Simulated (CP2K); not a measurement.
# AlH5O (SMILES [OH2+][AlH3-]) at PM6

What is the vertical ionisation energy of AlH5O at PM6? 

Program for the calculation: CP2K 2026.2.

2 further runs of the same task are left out: 1 that didn't finish, 1 set aside as unsound or not needed.

### 1 The molecule

The species is AlH5O (7 atoms), meant as a singlet with charge 0. As SMILES, `[OH2+][AlH3-]`. Geometry: a GFN2-xTB relaxation, a rough one for these elements and not checked as a minimum.

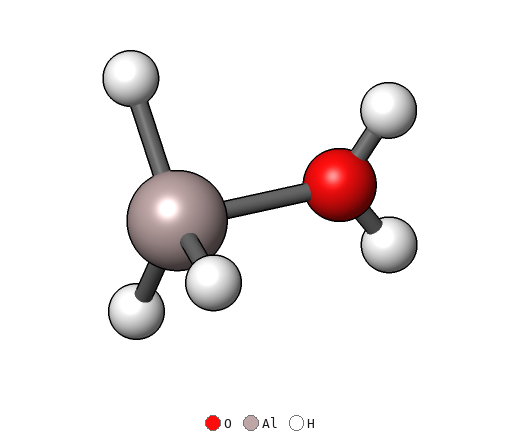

The structure, seen from a chosen angle (oxygen red, aluminium light grey, hydrogen white).

### 2 Energy and gradient at PM6

Input file molecule.xyz:

```xyz
7

O     -0.175000    -0.993940     0.034570
Al     0.127520     0.869140    -0.056590
H     -0.765100    -1.412630     0.671960
H      0.339800    -1.648950    -0.451560
H      0.507460     0.885770    -1.582770
H     -1.326090     1.266940     0.399480
H      1.291400     1.033660     0.984910
```

Input file job.inp:

```
&GLOBAL
    PROJECT job
    RUN_TYPE ENERGY_FORCE
    PRINT_LEVEL MEDIUM
&END GLOBAL
&FORCE_EVAL
    METHOD QUICKSTEP
    &DFT
        CHARGE 0
        MULTIPLICITY 1
        &QS
            METHOD PM6
            EPS_DEFAULT 1.0E-10
            &SE
                &COULOMB
                    CUTOFF [angstrom] 50
                    RC_RANGE [angstrom] 0
                &END COULOMB
                &EXCHANGE
                    CUTOFF [angstrom] 50
                    RC_RANGE [angstrom] 0
                &END EXCHANGE
            &END SE
        &END QS
        # cluster boundary conditions
        &POISSON
            PERIODIC NONE
            POISSON_SOLVER ANALYTIC
        &END POISSON
        &SCF
            SCF_GUESS ATOMIC
            EPS_SCF 1.0E-06
            MAX_SCF 150
            ADDED_MOS 4
            &DIAGONALIZATION
                ALGORITHM STANDARD
            &END DIAGONALIZATION
            &MIXING
                METHOD DIRECT_P_MIXING
                ALPHA 0.4
            &END MIXING
        &END SCF
        &PRINT
            &MOMENTS
                PERIODIC F
                REFERENCE COM
                MAX_MOMENT 1
            &END MOMENTS
            &MO ON
                ENERGIES T
                OCCUPATION_NUMBERS T
                NDIGITS 6
                &EACH
                    QS_SCF 0
                &END EACH
                ADD_LAST NUMERIC
            &END MO
            &HIRSHFELD OFF
            &END HIRSHFELD
        &END PRINT
    &END DFT
    &SUBSYS
        # vacuum box
        &CELL
            ABC [angstrom] 14.6 14.9 14.6
            PERIODIC NONE
        &END CELL
        &TOPOLOGY
            COORD_FILE_NAME molecule.xyz
            COORD_FILE_FORMAT XYZ
            &CENTER_COORDINATES
            &END CENTER_COORDINATES
        &END TOPOLOGY
    &END SUBSYS
    # extra output
    &PRINT
        &FORCES ON
        &END FORCES
    &END PRINT
&END FORCE_EVAL
```

The run is started by

```console
OMP_NUM_THREADS=1 cp2k.psmp job.inp > job.out
```

The program printed:

```text
CP2K| version string:                                       CP2K version 2026.2
[...]
 GLOBAL| Method name                                                        CP2K
[...]
 GLOBAL| Run type                                                   ENERGY_FORCE
[...]
                             - Atoms:                                          7
[...]
                             - Spherical basis functions:                     18
[...]
 Number of electrons:                                                         14
[...]
     1 P_Mix/Diag. 0.40E+00    0.0     0.76902825       -11.4257377887 -1.14E+01
[...]
    15 DIIS/Diag.  0.55E-07    0.0     0.00000010       -14.9759933807 -2.66E-12
  *** SCF run converged in    15 steps ***
  Core-core repulsion energy [eV]:                            479.79646031479615
  Core Hamiltonian energy [eV]:                              -676.47503739925924
  Two-electron integral energy [eV]:                         -421.67785486249335
  Electronic energy [eV]:                                    -887.31396483050582
  Total energy [eV]:                                         -407.51750451570985
  Atomic reference energy [eV]:                               408.75054975301128
  Heat of formation [kcal/mol]:                                28.43470092656184
[...]
 SE_DIPOLE| Moment [Debye]          0.56507012       4.76153605      -0.43570510
 SE_DIPOLE| Derivative [a.u.]       0.00000000       0.00000000       0.00000000
 ENERGY| Total FORCE_EVAL ( QS ) energy [hartree]            -14.975993380708694
 FORCES| Atomic forces [hartree/bohr]
 FORCES|   Atom     x               y               z               |f|
 FORCES|      1 -1.13008183E-02 -6.01588022E-02  1.14759175E-03   6.12217848E-02
 FORCES|      2  7.34644044E-03  4.90883208E-02 -2.10826036E-03   4.96797563E-02
 FORCES|      3  4.13467090E-03  4.31978239E-03 -2.19891097E-03   6.37112492E-03
 FORCES|      4 -1.19222073E-03  5.52242899E-03  3.19489232E-03   6.49045061E-03
 FORCES|      5 -1.70115203E-04  5.21118728E-04 -1.65290508E-03   1.74143593E-03
 FORCES|      6 -8.36183861E-04  7.32766102E-04 -3.38020060E-04   1.16207021E-03
 FORCES|      7  2.01822677E-03 -2.56148672E-05  1.95561241E-03   2.81039415E-03
 FORCES| Sum     1.38777878E-17  5.55111512E-17  2.01227923E-16
 FORCES| Total atomic force                                       2.09205062E-16
[...]
```

It took 1.5 s on 1 thread of Intel Xeon Platinum 8488C (Sapphire Rapids), shared host; peak memory 0.19 GiB.

### 3 The doublet cation

molecule.xyz is that of step 2.

Input file qs.inp:

```
&FORCE_EVAL
  METHOD Quickstep
  &DFT
    CHARGE 1
    MULTIPLICITY 2
    SPIN_POLARIZED T
    &QS
      METHOD PM6
      EPS_DEFAULT 1.0E-10
      &SE
        &COULOMB
          CUTOFF [angstrom] 50
          RC_RANGE [angstrom] 0
        &END
        &EXCHANGE
          CUTOFF [angstrom] 50
          RC_RANGE [angstrom] 0
        &END
      &END
    &END
    &POISSON
      PERIODIC NONE
      POISSON_SOLVER ANALYTIC
    &END
    &SCF
      SCF_GUESS ATOMIC
      EPS_SCF 1.0E-06
      MAX_SCF 150
      ADDED_MOS 4
      &DIAGONALIZATION
        ALGORITHM STANDARD
      &END
      &MIXING
        METHOD DIRECT_P_MIXING
        ALPHA 0.4
      &END
    &END
    &PRINT
      &MOMENTS
        PERIODIC F
        REFERENCE COM
        MAX_MOMENT 1
      &END
      &MO ON
        ENERGIES T
        OCCUPATION_NUMBERS T
        NDIGITS 6
        &EACH
          QS_SCF 0
        &END
        ADD_LAST NUMERIC
      &END
      &HIRSHFELD OFF
      &END
    &END
  &END
  &SUBSYS
    &CELL
      ABC [angstrom] 14.6 14.9 14.6
      PERIODIC NONE
    &END
    &TOPOLOGY
      COORD_FILE_NAME molecule.xyz
      COORD_FILE_FORMAT XYZ
      &CENTER_COORDINATES
      &END
    &END
  &END
  &PRINT
    &FORCES ON
    &END
  &END
&END
&GLOBAL
  PROJECT_NAME qs
  RUN_TYPE ENERGY_FORCE
  PRINT_LEVEL MEDIUM
&END
```

The run is started by

```console
OMP_NUM_THREADS=1 cp2k.psmp -i qs.inp > qs.out 2>&1
```

The program printed:

```text
CP2K| version string:                                       CP2K version 2026.2
[...]
 GLOBAL| Method name                                                        CP2K
[...]
 GLOBAL| Run type                                                   ENERGY_FORCE
[...]
                             - Atoms:                                          7
[...]
                             - Spherical basis functions:                     18
[...]
 Number of electrons:                                                          7
[...]
     1 P_Mix/Diag. 0.40E+00    0.0     0.44679857       -12.1916493602 -1.22E+01
[...]
    27 DIIS/Diag.  0.56E-07    0.0     0.00000073       -14.6008117694  1.60E-13
  *** SCF run converged in    27 steps ***
  Core-core repulsion energy [eV]:                            479.79646031479615
  Core Hamiltonian energy [eV]:                              -657.10615985603874
  Two-electron integral energy [eV]:                         -439.99718826699126
  Electronic energy [eV]:                                    -877.10475398953429
  Total energy [eV]:                                         -397.30829367473820
  Atomic reference energy [eV]:                               408.75054975301128
  Heat of formation [kcal/mol]:                               263.86471450380600
[...]
 SE_DIPOLE| Moment [Debye]         -1.51223024       1.58460490      -1.62990652
 SE_DIPOLE| Derivative [a.u.]       0.00000000       0.00000000       0.00000000
 ENERGY| Total FORCE_EVAL ( QS ) energy [hartree]            -14.600811769410157
 FORCES| Atomic forces [hartree/bohr]
 FORCES|   Atom     x               y               z               |f|
 FORCES|      1  1.02966919E-03 -2.03409493E-02  4.16832250E-03   2.07891643E-02
 FORCES|      2 -8.06069017E-02  8.45832584E-03 -7.03808898E-02   1.07342841E-01
 FORCES|      3 -3.30292237E-03 -2.99236644E-03  2.33950409E-03   5.03357055E-03
 FORCES|      4  1.23600072E-03 -3.98643355E-03 -2.42499823E-03   4.82700390E-03
 FORCES|      5  2.08816705E-02  1.65875876E-03 -6.90482305E-03   2.20561154E-02
 FORCES|      6 -1.97443067E-03  6.20491330E-03  1.86979568E-02   1.97993160E-02
 FORCES|      7  6.27369143E-02  1.09977514E-02  5.45049277E-02   8.38311285E-02
 FORCES| Sum     5.55111512E-17 -8.32667268E-17  1.38777878E-17
 FORCES| Total atomic force                                       1.01031820E-16
[...]
```

It took 1.6 s on 1 thread of Intel Xeon Platinum 8488C (Sapphire Rapids), shared host; peak memory 0.19 GiB.

### 4 What came out

Level: PM6.

| quantity | value |
| --- | --- |
| singlet AlH5O: total energy | -14.97599 Eh |
| singlet AlH5O: dipole moment | 4.81 D |
| singlet AlH5O: HOMO energy | -10.47 eV |
| singlet AlH5O: LUMO energy | 0.93 eV |
| singlet AlH5O: HOMO–LUMO gap | 11.40 eV |
| singlet AlH5O: heat of formation at this unrelaxed shape | 28.4 kcal/mol |
| singlet AlH5O: largest force on an atom | 3.148 eV/Å |
| doublet cation: total energy | -14.60081 Eh |
| doublet cation: HOMO energy (highest over α and β) | -16.13 eV |
| doublet cation: LUMO energy (lowest over α and β) | -9.94 eV |
| doublet cation: heat of formation at this unrelaxed shape | 263.9 kcal/mol |
| doublet cation: largest force on an atom | 5.520 eV/Å |
| vertical ionisation energy (to the doublet cation) | 10.209 eV |

**Reading.** The vertical ionisation energy comes to 10.21 eV (235 kcal/mol). The largest force (singlet AlH5O) is 3.15 eV/Å: the shape isn't a stationary point for this species at this level.
